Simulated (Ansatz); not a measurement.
A series of calculations on CH2OTe

**1. Relaxation**

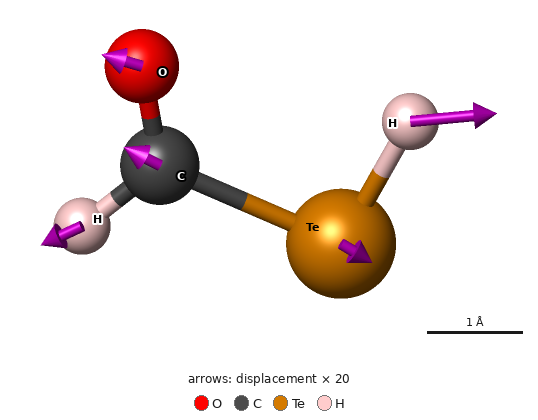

This is a relaxation of CH2OTe. The starting structure is drawn; purple arrows show the displacements, 20 times their true length. The two geometries are superimposed by the best rigid fit.

Style: ball-and-stick. Shown at a tilt.

The run prepares an end point of a later path (hydrogen shift) calculation, from a guessed geometry.

Theory: Ansatz 0.2.0, RKS PBE0/def2-SVPD. Settings: no spin polarisation; force threshold 0.02 eV/Å; at most 50 steps.

Which element moves most?

Hydrogen: up to 0.046 Å, against 0.023 Å for oxygen.

What happened in the run?

An H atom moves most after the best rigid fit: 0.046 Å. Largest moves by element: H 0.046 Å, O 0.023 Å, C 0.022 Å, Te 0.020 Å. Near-neighbour distances that change, for instance: C–Te 2.119 → 2.161 Å, H–Te 1.635 → 1.662 Å, C–H 1.098 → 1.115 Å. The energy falls by 0.022 eV in 3 accepted moves (4 points after the start). The largest force component goes from 0.55 to 0.019 eV/Å. The line search rejected the trial step at point 2 of the run.

**2. Relaxation**

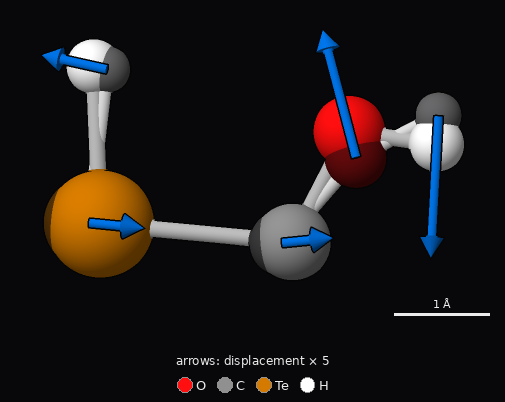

A relaxation of CH$_{2}$OTe. The starting structure is drawn faded, the final one solid; blue arrows show the displacements, magnified 5 times. The two geometries are superimposed by the best rigid fit.

A ball-and-stick model, seen at a tilt.

The run prepares an end point of a later path (hydrogen shift) calculation, from a guessed geometry.

Level of theory: RKS PBE0/def2-SVPD (Ansatz 0.2.0).

Input file:
```yaml
crystal:
  periodic: [false, false, false]
  atoms:
    - { symbol: O, position_ang: [-1.40183, 0.43333, 0.10056] }
    - { symbol: C, position_ang: [-0.55917, -0.41217, 0.13691] }
    - { symbol: Te, position_ang: [1.50976, -0.07459, -0.17423] }
    - { symbol: H, position_ang: [-2.31134, 0.8214, 0.14854] }
    - { symbol: H, position_ang: [1.23687, 1.52067, -0.4036] }
basis:
  gaussian: { orbitals: def2-SVPD }
hamiltonian:
  xc: pbe0
relax:
  f_tol: 0.02
  max_steps: 50
```

Command:
```bash
ansatz run input.yaml --threads 2 --pin off --max-ram 3072MiB --backend cpu --events-out ev --progress --plain --runs-dir out
```

What happened in the run?

Answer. The energy falls by 1.541 eV in 9 geometry steps. The largest force component goes from 7.4 to 0.0015 eV/Å. The atom that moves furthest after the best rigid fit is H4 (0.31 Å). By element the largest moves are H 0.31 Å, O 0.29 Å, Te 0.12 Å, C 0.12 Å. Among the contacts that change: O1–C2 1.194 → 1.305 Å, Te3–H5 1.635 → 1.677 Å, O1–H4 0.990 → 0.969 Å, C2–Te3 2.119 → 2.108 Å. Bond angles that change, for instance: C2–O1–H4 157.6° → 108.4°, O1–C2–Te3 124.9° → 111.1°, C2–Te3–H5 90.7° → 99.6°.

**3. Path**

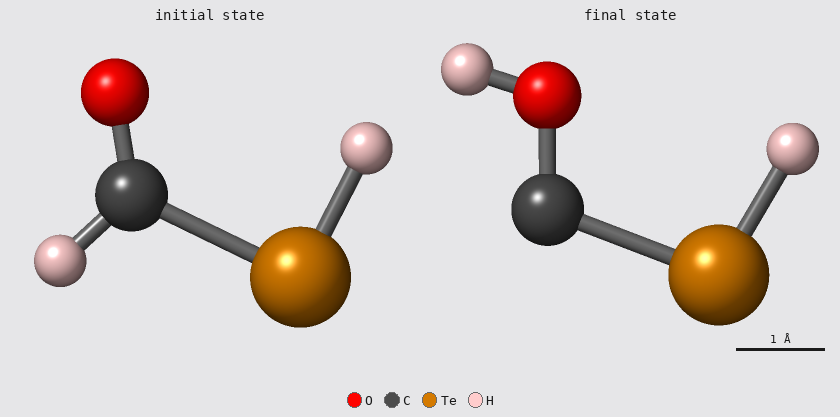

The two relaxed end points of a path for CH2OTe. Style: ball-and-stick. Shown face on.

The calculation used Ansatz 0.2.0, RKS PBE0/def2-SVPD.

Settings: 7 movable images; climbing image; force threshold 0.05 eV/Å; iteration limit 60.

Start:
```xyz
5

O    -1.4231    0.4269    0.1044
C    -0.5808   -0.4143    0.1400
Te    1.5295   -0.0735   -0.1754
H    -0.7960   -1.4896    0.3441
H     1.2705    1.5505   -0.4131
```

End:
```xyz
5

O    -1.0421   -0.1823    0.1580
C     0.0160   -0.9470    0.1552
Te    1.7597    0.1690   -0.2436
H    -1.8165   -0.7337    0.3443
H     1.0830    1.6940   -0.4138
```

Question: Predict the minimum-energy path and its barrier.

Answer: The highest point, image 5, lies 3.47 eV above the start and 1.38 eV above the end; the end is at +2.09 eV relative to the start. A hydrogen atom shifts from one atom to another. Breaking: C2–H4 (1.12 → 1.26 at the top → 1.85 Å). Forming: O1–H4 (2.03 → 1.18 at the top → 0.97 Å). The band is converged. At the top, the vibrational analysis gives one imaginary mode (2002i cm⁻¹), as a transition state must have.

Energies of the converged images:

```csv
image,path (Å),E (eV)
0,0.00,0.000
1,0.23,0.096
2,0.45,0.519
3,0.68,1.427
4,0.90,2.733
5,1.13,3.470
6,1.40,2.818
7,1.66,2.226
8,1.93,2.094
```

The geometry at the top of the path:

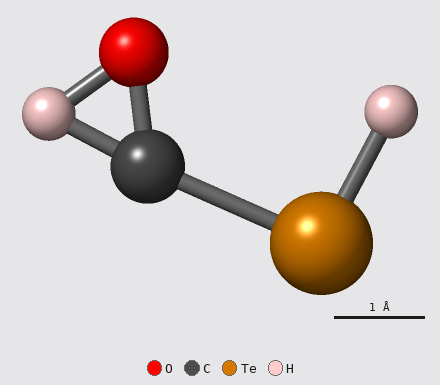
